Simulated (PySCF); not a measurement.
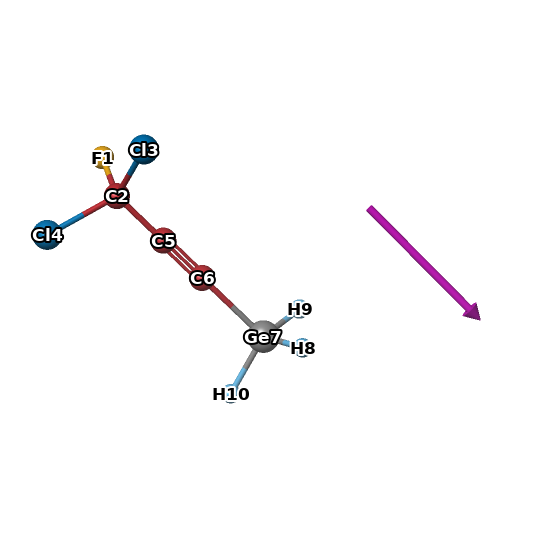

The arrow beside the molecule shows the direction of the dipole moment, from the negative to the positive end (its length means nothing). The computed structure is the end point of a GFN2-xTB optimisation. No frequency run is at hand to confirm it as a minimum. Level of theory: B3LYP/def2-SVPD, gas phase (PySCF 2.14.0).

Q: How large is the dipole moment?

A: 2.83 D; it points from the side of F1, Cl3, Cl4 to the side of H8, H10 (the outermost atoms at the two ends).

The geometry is semi-empirical. Around Ge such bond lengths and angles can be off by a tenth of an ångström or more and by several degrees, and values that hang on the shape move with them.
